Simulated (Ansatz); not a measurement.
# A computed series for ZrB2: pressure series

The parent structure is ZrB₂ (space group P6/mmm, No. 191; a = 3.1714 Å, c = 3.5413 Å).

Cell and atoms are relaxed at each pressure.

Level of theory: Kohn–Sham DFT with the PBE functional, run in Ansatz (a program for electronic structure) with PAW and 420 eV plane waves, no SOC.

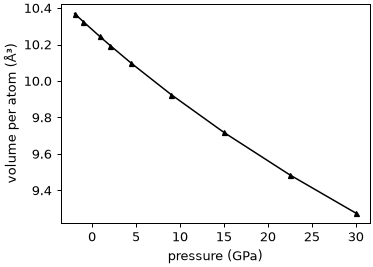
*Volume against pressure*

**Question.** Estimate the zero-pressure bulk modulus from the plot.

**Answer.** About 240 GPa; a third-order Birch–Murnaghan fit to the points gives V₀ = 10.28 Å³/atom, B₀ = 238 GPa and B₀′ = 3.9.

Load acts through the strain it causes; cell and atoms are relaxed under it. Stability against distortions was not tested. No other phases were tried under pressure. The final runs are not spin-polarised.
